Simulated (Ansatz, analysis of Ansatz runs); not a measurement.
# Pt adatom (hollow) on monolayer InSe, part 2 of 2

Question: how strongly does the Pt adatom (hollow) bind to monolayer InSe, in which spin state, and does it put states into the gap? Model: a cell of 32 host atoms with 1 Pt put in, with vacuum above and below.

Ansatz 0.2.0; plane-wave PAW DFT, PBEsol; supercells relaxed in a periodic cell with vacuum, the primitive cell and the final single points with the Coulomb interaction cut along the normal.

So far, gap on the k-mesh (eV): step 4 (band edges against the vacuum level) 1.71.

## Step 5: Relaxing the neutral defect

Level of this step: plane-wave PAW DFT, PBEsol, fully periodic cell with vacuum; relaxation of a defect in a monolayer at fixed charge, a uniform background where charged; PAW set soft_1 (Ansatz).

Atoms start from random displacements, so no symmetry is imposed. The relaxation runs in a plain periodic cell, 22 Å high against 39 Å with the cut-off, with 19 Å between the perfect sheet and its image; that is cheaper, but a defect with a dipole feels the field of its images there. Several total moments are run in turn (0 without spin polarisation, the others held), because an open shell can settle in more than one spin state.

The input, q0.relax_smeared/input.yaml:

```yaml
crystal:
  lattice:
    - [16.06482884, 0.0, 0.0]
    - [-4.01620721, 11.07813701, 0.0]
    - [0.0, 0.0, 22.0]
  atoms:
    - { symbol: In, position: [-0.00120686, -0.00482746, 0.5144472] }
    - { symbol: In, position: [0.05954758, 0.23819031, 0.4855528] }
    - { symbol: Se, position: [0.10004561, 0.40018241, 0.57661131] }
    - { symbol: Se, position: [0.20829512, 0.33318044, 0.42338869] }
    - { symbol: In, position: [-0.00120686, 0.49517254, 0.5144472] }
    - { symbol: In, position: [0.05954758, 0.73819031, 0.4855528] }
    - { symbol: Se, position: [0.10004561, 0.90018241, 0.57661131] }
    - { symbol: Se, position: [0.20829512, 0.83318044, 0.42338869] }
    - { symbol: In, position: [0.24879314, -0.00482746, 0.5144472] }
    - { symbol: In, position: [0.30954758, 0.23819031, 0.4855528] }
    - { symbol: Se, position: [0.35004561, 0.40018241, 0.57661131] }
    - { symbol: Se, position: [0.45829512, 0.33318044, 0.42338869] }
    - { symbol: In, position: [0.24879314, 0.49517254, 0.5144472] }
    - { symbol: In, position: [0.30954758, 0.73819031, 0.4855528] }
    - { symbol: Se, position: [0.35004561, 0.90018241, 0.57661131] }
    - { symbol: Se, position: [0.45829512, 0.83318044, 0.42338869] }
    - { symbol: In, position: [0.49879314, -0.00482746, 0.5144472] }
    - { symbol: In, position: [0.55954758, 0.23819031, 0.4855528] }
    - { symbol: Se, position: [0.60004561, 0.40018241, 0.57661131] }
    - { symbol: Se, position: [0.70829512, 0.33318044, 0.42338869] }
    - { symbol: In, position: [0.49879314, 0.49517254, 0.5144472] }
    - { symbol: In, position: [0.55954758, 0.73819031, 0.4855528] }
    - { symbol: Se, position: [0.60004561, 0.90018241, 0.57661131] }
    - { symbol: Se, position: [0.70829512, 0.83318044, 0.42338869] }
    - { symbol: In, position: [0.74879314, -0.00482746, 0.5144472] }
    - { symbol: In, position: [0.80954758, 0.23819031, 0.4855528] }
    - { symbol: Se, position: [0.85004561, 0.40018241, 0.57661131] }
    - { symbol: Se, position: [0.95829512, 0.33318044, 0.42338869] }
    - { symbol: In, position: [0.74879314, 0.49517254, 0.5144472] }
    - { symbol: In, position: [0.80954758, 0.73819031, 0.4855528] }
    - { symbol: Se, position: [0.85004561, 0.90018241, 0.57661131] }
    - { symbol: Se, position: [0.95829512, 0.83318044, 0.42338869] }
    - { symbol: Pt, position: [0.476973, 0.157891, 0.64126686] }
basis:
  ecutwfc: 420
  xc_grid: 2
hamiltonian:
  xc: pbesol
  pseudopotentials: { kind: paw, azcp: { folder: soft_1 }, xc_functional: pbe }
kpoints:
  mp_grid: { grid: [1, 2, 1] }
scf:
  occupations: { method: fermi_dirac, width: 0.01 }
  max_iter: 60
output:
  forces: true
relax:
  f_tol: 0.02
  max_steps: 80
  random_displacement: { amplitude: 0.03, seed: 4200 }
```

On the command line:

```
$ ansatz run input.yaml --threads 32 --pin off --max-ram 84787MiB --backend cuda --events-out ev --progress --plain --runs-dir out --max-vram 78GiB
```

Numbers of over 12 decimals in the logs are rounded to 6 here.

The log of the run:

```text
[... repeated set-up lines and file paths are left out, and long positions are rounded to six places ...]
[...]
Crystal: 33 atoms, lattice volume = 3915.304 Å³
Basis set: ecut = 420 eV, 76521 PW (Γ), exchange–correlation on 216×160×300 points (8 copies of the dense FFT grid, shifted against one another)
Bands: 290, of which v1, the nominal top of the filled ones, is band 241 counted from 1 (240 counted from 0)
Symmetry: 1 space group operations
k-points: 2
[...]
SCF iter   1: F=—  HF=-187592.476072 eV  |F-HF|=—  |Δ(HF+E_count)|=         —  Δρ=1.48e-2  dr2=1.57e1  ethr=3.10e-3  ⟨swp⟩=7.0  Hψ=2463  notcnv=0  defer=16
[...]
SCF iter   2: F=—  HF=-187588.862610 eV  |F-HF|=—  |Δ(HF+E_count)|=    3.61e0  Δρ=1.73e-2  dr2=2.09e1  ethr=3.10e-3  ⟨swp⟩=3.0  Hψ=836  notcnv=0  defer=85
[...]
SCF 1 converged in 12 iterations: F = -187587.912159 eV  dr2 = 2.38e-6
[...]
relax step   1: F+E_penalty+E_count = -187587.91215937 eV  Δ(F+E_penalty+E_count) = +0.000e0 eV  max|allowed force component| = 1.731e0 eV/Å  Δτ_max = 0.0000 Å  (12 SCF iters, dr2 threshold 1.00e-5 eV, accepted)
[...]
relax step   2: F+E_penalty+E_count = -187588.60420647 eV  Δ(F+E_penalty+E_count) = -6.920e-1 eV  max|allowed force component| = 2.018e0 eV/Å  Δτ_max = 0.1949 Å  (7 SCF iters, dr2 threshold 1.00e-4 eV, accepted)
relax step   3: F+E_penalty+E_count = -187589.20074834 eV  Δ(F+E_penalty+E_count) = -5.965e-1 eV  max|allowed force component| = 2.083e0 eV/Å  Δτ_max = 0.1953 Å  (7 SCF iters, dr2 threshold 1.00e-4 eV, accepted)
relax step   6: F+E_penalty+E_count = -187590.53741476 eV  Δ(F+E_penalty+E_count) = -3.411e-1 eV  max|allowed force component| = 9.519e-1 eV/Å  Δτ_max = 0.1950 Å  (6 SCF iters, dr2 threshold 1.00e-4 eV, accepted)
relax step   9: F+E_penalty+E_count = -187591.47909721 eV  Δ(F+E_penalty+E_count) = -2.154e-1 eV  max|allowed force component| = 5.778e-1 eV/Å  Δτ_max = 0.1949 Å  (7 SCF iters, dr2 threshold 1.00e-4 eV, accepted)
relax step  12: F+E_penalty+E_count = -187591.72111326 eV  Δ(F+E_penalty+E_count) = -1.128e-2 eV  max|allowed force component| = 8.775e-2 eV/Å  Δτ_max = 0.2000 Å  (8 SCF iters, dr2 threshold 4.53e-6 eV, accepted)
[...]
relax step  15: F+E_penalty+E_count = -187591.73017863 eV  Δ(F+E_penalty+E_count) = -1.700e-8 eV  max|allowed force component| = 1.725e-2 eV/Å  Δτ_max = 0.0000 Å  (3 SCF iters, accepted)
[...]
--- Forces (eV/Å), atoms counted from 1 ---
  atom   1  In    -0.00847991    -0.00169661    -0.00514497
  atom   2  In    -0.00286650     0.00659470     0.00510763
  atom   3  Se    -0.00066376     0.00143477    -0.00878834
  atom   4  Se    -0.00605799    -0.00334746    -0.00887915
  atom   5  In     0.00038597    -0.00661287     0.00582024
  atom   6  In     0.00288618    -0.00659806    -0.00516416
  atom   7  Se     0.01045113     0.00461349     0.00530953
  atom   8  Se     0.00115233     0.00650112     0.00426249
  atom   9  In    -0.00280304    -0.00366179    -0.00975515
  atom  10  In    -0.00607779     0.00305990     0.01103274
  atom  11  Se     0.00516452     0.00204610    -0.00497321
  atom  12  Se     0.01643114     0.00115449    -0.00505904
  atom  13  In     0.00263843    -0.00288726     0.01057681
  atom  14  In    -0.00774836    -0.01183813     0.00342523
  atom  15  Se     0.00097515    -0.00619721    -0.00115491
  atom  16  Se     0.00177215     0.01294121     0.00182093
  atom  17  In     0.00247787    -0.00121959    -0.00542475
  atom  18  In    -0.01009142    -0.00141707    -0.00004429
  atom  19  Se    -0.00230111     0.01668179    -0.00167659
  atom  20  Se     0.00358696    -0.00322734    -0.00421197
  atom  21  In    -0.00358455    -0.00952895     0.01207461
  atom  22  In     0.00794936     0.00043573     0.00242254
  atom  23  Se    -0.01401521    -0.01133909     0.00194002
  atom  24  Se     0.00006367     0.00839284     0.00544354
  atom  25  In     0.00941660     0.00375105    -0.01724904
  atom  26  In    -0.00090836    -0.00477849     0.00524550
  atom  27  Se     0.00899778     0.00224618    -0.00475683
  atom  28  Se    -0.00193296     0.00288050     0.00012871
  atom  29  In    -0.00319996     0.00224897     0.00486286
  atom  30  In    -0.00392138    -0.00414141    -0.00017635
  atom  31  Se     0.00574421     0.00013250    -0.00032381
  atom  32  Se    -0.00203201     0.00301734     0.00357298
  atom  33  Pt    -0.00341333     0.00035462    -0.00026876
  max |Σ_I F_I| component: 4.95e-6 eV/Å
--- Relaxed structure (15 steps of the walk, 15 accepted, 0 SCFs on fresh bases) ---
  F+E_penalty+E_count = -187591.73017863 eV   max|allowed force component| = 1.725e-2 eV/Å
  atoms:
    - { symbol: In, position: [-0.001022, -0.002281, 0.515786] }
    - { symbol: In, position: [0.062796, 0.244976, 0.489152] }
    - { symbol: Se, position: [0.096160, 0.395599, 0.585501] }
    - { symbol: Se, position: [0.211176, 0.364158, 0.431473] }
    - { symbol: In, position: [-0.004975, 0.493358, 0.524529] }
    - { symbol: In, position: [0.061168, 0.738528, 0.498801] }
    - { symbol: Se, position: [0.102256, 0.913197, 0.582883] }
    - { symbol: Se, position: [0.209812, 0.830072, 0.435517] }
    - { symbol: In, position: [0.247431, 0.010160, 0.516212] }
    - { symbol: In, position: [0.309688, 0.249950, 0.484254] }
    - { symbol: Se, position: [0.349364, 0.396572, 0.581989] }
    - { symbol: Se, position: [0.454033, 0.354371, 0.416541] }
    - { symbol: In, position: [0.249600, 0.507219, 0.530642] }
    - { symbol: In, position: [0.317224, 0.755906, 0.504901] }
    - { symbol: Se, position: [0.370035, 0.959028, 0.580204] }
    - { symbol: Se, position: [0.447862, 0.790763, 0.425945] }
    - { symbol: In, position: [0.523639, -0.006107, 0.485740] }
    - { symbol: In, position: [0.554506, 0.229715, 0.448240] }
    - { symbol: Se, position: [0.579606, 0.352811, 0.582755] }
    - { symbol: Se, position: [0.719715, 0.357068, 0.420179] }
    - { symbol: In, position: [0.500158, 0.480194, 0.521787] }
    - { symbol: In, position: [0.562635, 0.722313, 0.492003] }
    - { symbol: Se, position: [0.600979, 0.905212, 0.570567] }
    - { symbol: Se, position: [0.707932, 0.814861, 0.425738] }
    - { symbol: In, position: [0.749886, -0.007287, 0.508497] }
    - { symbol: In, position: [0.808052, 0.238421, 0.481749] }
    - { symbol: Se, position: [0.841749, 0.382925, 0.580202] }
    - { symbol: Se, position: [0.962022, 0.343456, 0.428226] }
    - { symbol: In, position: [0.734756, 0.477433, 0.524186] }
    - { symbol: In, position: [0.805090, 0.727265, 0.497538] }
    - { symbol: Se, position: [0.849757, 0.908963, 0.578601] }
    - { symbol: Se, position: [0.953820, 0.818640, 0.433507] }
    - { symbol: Pt, position: [0.484214, 0.151122, 0.556469] }
```

Elapsed: 14 s, on 1 × NVIDIA GB200 with 32 threads of Arm Neoverse V2, shared host; peak memory 1.9 GiB; 58 s of CPU time.

In the next tables energies count from the displaced start, and moves from the positions in the input.

Relaxation path:

```csv
step,energy less that of the first step (eV),largest force component (eV/Å)
1,0.0000,1.7306
2,-0.6920,2.0176
3,-1.2886,2.0831
4,-1.8524,1.8712
5,-2.2841,1.3765
6,-2.6253,0.9519
7,-2.9708,0.6116
8,-3.3515,0.5623
9,-3.5669,0.5778
10,-3.7099,0.3777
11,-3.7977,0.1594
12,-3.8090,0.0877
13,-3.8151,0.0768
14,-3.8180,0.0174
15,-3.8180,0.0172
```

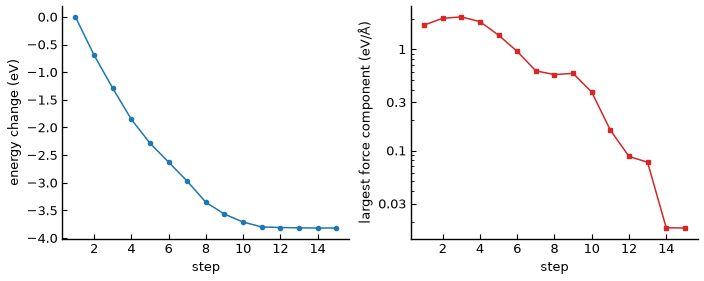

Energy and largest force along the relaxation.

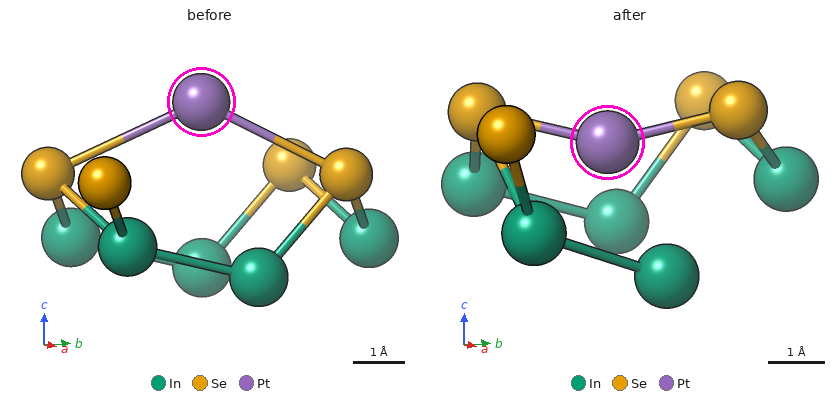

Before and after: the atoms that start within 5 Å of the centre. Pt33, which moves most, is ringed if it is among them.

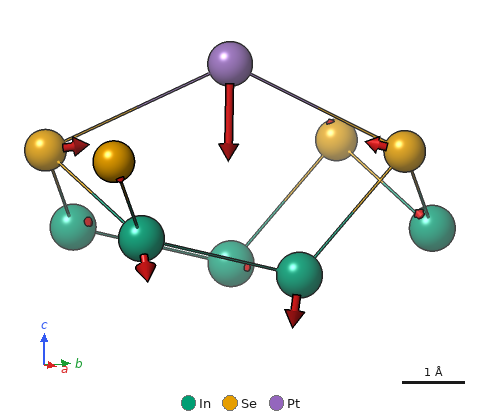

Displacements in the relaxation from the typed sites near the centre, scaled, the mean shift taken out; the longest in the cell stands for 1.87 Å.

The atoms that moved most (Å, from the sites as typed, ahead of the random displacement, the mean shift of all atoms taken out):

```csv
atom,dx,dy,dz,length
Pt33,0.139,-0.077,-1.865,1.872
In18,-0.051,-0.096,-0.820,0.827
In17,0.400,-0.017,-0.631,0.747
Se15,0.080,0.650,0.080,0.659
Se19,-0.142,-0.527,0.136,0.563
Se16,-0.002,-0.472,0.057,0.476
In14,0.048,0.194,0.426,0.471
Se4,-0.082,0.341,0.178,0.393
```

Final coordinates:

```xyz
33
Lattice="16.0648 0.0000 0.0000 -4.0162 11.0781 0.0000 0.0000 0.0000 22.0000" Properties=species:S:1:pos:R:3
In   -0.0072   -0.0253   11.3474
In    0.0250    2.7139   10.7613
Se   -0.0440    4.3825   12.8810
Se    1.9300    4.0342    9.4923
In   -2.0613    5.4655   11.5397
In   -1.9834    8.1815   10.9736
Se   -2.0248   10.1166   12.8234
Se    0.0368    9.1956    9.5814
In    3.9341    0.1126   11.3566
In    3.9713    2.7690   10.6535
Se    4.0197    4.3933   12.8038
Se    5.8707    3.9258    9.1639
In    1.9727    5.6191   11.6741
In    2.0602    8.3741   11.1078
Se    2.0928   10.6243   12.7644
Se    4.0189    8.7601    9.3707
In    8.4367   -0.0677   10.6863
In    7.9855    2.5448    9.8613
Se    7.8944    3.9085   12.8207
Se   10.1281    3.9557    9.2440
In    6.1064    5.3196   11.4794
In    6.1378    8.0018   10.8240
Se    6.0191   10.0280   12.5525
Se    8.1001    9.0271    9.3663
In   12.0761   -0.0808   11.1870
In   12.0236    2.6412   10.5985
Se   11.9846    4.2422   12.7644
Se   14.0753    3.8049    9.4211
In    9.8863    5.2890   11.5322
In   10.0128    8.0567   10.9459
Se   10.0007   10.0696   12.7292
Se   12.0351    9.0690    9.5372
Pt    7.1718    1.6741   12.2423
```

All neutral relaxations:

```csv
moment (μB),filling,outcome,structures computed,largest displacement from the input (Å),added thickness (Å),time
0,smeared,converged,15,1.87,0.35,14 s
2,smeared,converged,18,2.23,0.53,52 s
```

With the common shift of the atoms taken out, the largest displacement is 1.87 Å, and the sheet with its defect is 0.35 Å thicker than the perfect one.

The adatom ends 0.64 Å below the sheet's highest atom, with Se19 at 2.42 Å, Se15 at 2.44 Å, In17 at 2.66 Å and In18 at 2.66 Å nearest.

## Step 6: Energies and states on the vacuum scale

Single points with the cut-off give energies without the images along the normal, and levels against the vacuum; the images in the plane remain.

The cell differs from the one that the last finished run ended in (c 22.000 → 39.000 Å).

The input, q0.point.pbesol/input.yaml:

```yaml
crystal:
  lattice:
    - [16.06482884, 0.0, 0.0]
    - [-4.01620721, 11.07813701, 0.0]
    - [0.0, 0.0, 39.0]
  atoms:
    - { symbol: In, position: [-0.00102201, -0.00228059, 0.50890502] }
    - { symbol: In, position: [0.06279626, 0.24497591, 0.49388071] }
[... 8 atom lines left out ...]
    - { symbol: Se, position: [0.34936359, 0.39657154, 0.54624993] }
[... 3 atom lines left out ...]
    - { symbol: Se, position: [0.37003454, 0.95902766, 0.54524301] }
[... 1 atom line left out ...]
    - { symbol: In, position: [0.52363942, -0.00610695, 0.49195617] }
[... 1 atom line left out ...]
    - { symbol: Se, position: [0.57960579, 0.3528113, 0.54668236] }
[... 3 atom lines left out ...]
    - { symbol: Se, position: [0.60097916, 0.90521198, 0.53980718] }
[... 9 atom lines left out ...]
    - { symbol: Pt, position: [0.48421393, 0.15112168, 0.53185436] }
  periodic: [true, true, false]
basis:
  ecutwfc: 420
  xc_grid: 2
hamiltonian:
  xc: pbesol
  pseudopotentials: { kind: paw, azcp: { folder: soft_1 }, xc_functional: pbe }
kpoints:
  mp_grid: { grid: [1, 2, 1] }
scf:
  occupations: { method: fermi_dirac, width: 0.01 }
  max_iter: 60
output:
  forces: true
  eigenvalues: true
  eigenstates: { localisation: true }
  populations: true
  band_densities: [{ bands: [v1, v1] }, { bands: [c1, c1] }]
  dos: { e_range: [-4, 4], de: 0.05, method: smearing }
  write_density: true
  write_potential: true
  volumetric_format: npy
checkpoint:
  write: "../q0.point.pbesol.run"
  compress: false
  write_wavefunctions: false
  write_every: 100000
```

The log of the run:

```text
[...]
Crystal: 33 atoms, lattice volume = 6940.767 Å³
Basis set: ecut = 420 eV, 135663 PW (Γ), exchange–correlation on 216×160×540 points (8 copies of the dense FFT grid, shifted against one another)
Bands: 290, of which v1, the nominal top of the filled ones, is band 241 counted from 1 (240 counted from 0)
[...]
k-points: 2
[...]
SCF iter   2: F=—  HF=-187592.220666 eV  |F-HF|=—  |Δ(HF+E_count)|=    4.05e0  Δρ=5.42e-3  dr2=2.52e0  ethr=3.10e-3  ⟨swp⟩=5.0  Hψ=1319  notcnv=0  defer=87
[...]
SCF iter  12: F=—  HF=-187591.730023 eV  |F-HF|=—  |Δ(HF+E_count)|=   5.73e-7  Δρ=1.28e-6  dr2=2.25e-7  ethr=2.85e-10  ⟨swp⟩=3.5  Hψ=979  notcnv=0  defer=87
SCF iter  13: F=-187591.730023 eV  HF=-187591.730023 eV  |F-HF|=5.88e-9  |Δ(HF+E_count)|=   1.24e-7  Δρ=5.70e-7  dr2=4.05e-8  ethr=2.07e-11  ⟨swp⟩=38.0  Hψ=7440  notcnv=0
SCF 1 converged in 13 iterations: F = -187591.730023 eV  dr2 = 4.05e-8
[...]
SCF converged after 13 iterations
[...]
--- Löwdin populations: 33 sites ---
[...]
spilling = 0.002579 (of n_electrons = 482.000000)
--- Band densities, each state counted as filled ---
[...]
```

It took 7.7 s on 1 × NVIDIA GB200 with 32 threads; peak memory 4.1 GiB; 65 s of CPU time.

With the cut-off the largest force on the relaxed structure is 0.019 eV/Å, so the structure stays at rest.

States next to the filling edge at the first k-point, on the run's own zero (eigenstates.tsv). The participation number counts the atoms that a state is spread over, of 33; bands count from 0.

```csv
spin,band,energy (eV),occupation,participation,largest share on,share
both,235,-6.176,2.00,8.2,Pt33,0.30
both,236,-6.046,2.00,14.5,Pt33,0.13
both,237,-5.797,2.00,6.9,Pt33,0.34
both,238,-5.759,2.00,21.5,Se15,0.09
both,239,-5.581,2.00,21.4,Se7,0.07
both,240,-5.348,2.00,9.5,Pt33,0.24
both,241,-3.732,0.00,22.5,In18,0.10
both,242,-3.663,0.00,19.7,In29,0.11
both,243,-3.510,0.00,17.7,In14,0.14
both,244,-3.431,0.00,25.8,In17,0.07
both,245,-3.328,0.00,23.9,In26,0.08
```

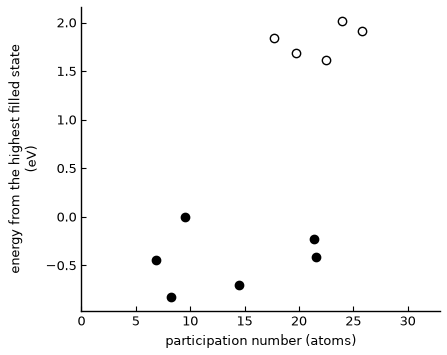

States next to the filling edge at the first k-point: energy against spread. Filled marks are occupied, open marks empty.

Under PBEsol at the first k-point of a 1×2×1 Γ-centred mesh, the highest filled state is spread over 9 of 33 atoms, and the lowest empty one, 1.62 eV above it, is spread over 23 of 33 atoms.

Formation energy from total energies, with Pt (fcc) as references:

```csv
total moment (μB),formation energy (eV)
0,1.41
2,2.41
```

## Step 7: Summary of results

```yaml
valence_top_of_the_perfect_sheet_below_vacuum: 5.43 eV
gap_of_the_perfect_sheet_pbesol_on_this_mesh_alone: 1.71 eV
largest_displacement_common_shift_taken_out: 1.87 Å
height_of_the_adatom_over_the_sheet_s_highest_atom: -0.64 Å
shortest_bond_of_the_adatom: Se 2.42 Å
formation_energy_elements_as_references_pbesol: 1.41 eV
moment_of_the_lowest_state_among_those_obtained: 0 μB
levels_over_0p1_ev_inside_the_gap_on_about_a_quarter_of_the_atoms_or_fewer: 0
```

Under PBEsol the neutral adatom costs 1.41 eV against the perfect sheet and the elements' reference phases, lowest with the moment held at 0 μB; the state with 2 μB lies 1.00 eV higher. The two ended in unlike structures (atoms up to 1.4 Å apart), and neither moment was tried on the other's structure, so this difference is not that of the spin alone. A positive value against the bulk element means that adatoms would rather gather into the element's own phase than spread over the sheet. At the first k-point no level inside the gap and clear of its edges is confined to about a quarter of the atoms or fewer. Keep in mind: the images lie 11.8 Å apart in the plane; semilocal functionals make the gap too small and spread bound carriers; Kohn–Sham levels are not transition levels, and excitons, strong in sheets, are left out; spin–orbit coupling, which matters for the heavy atoms here, is left out; a free-standing sheet, no substrate.

[Logs are printed without paths, hosts, clocks, repeated set-up lines and the standing remarks that a program may print on its own settings, such as how far it seeks lower states.]

[Hosts, paths, dates, database ids (printed as entryN), source tags and the programs' standing remarks are cut or masked in the printed files.]

[Maps of the electrostatic potential energy from Ansatz leave out the sawtooth potential of an applied field or a dipole correction, so their vacuum need not be flat.]
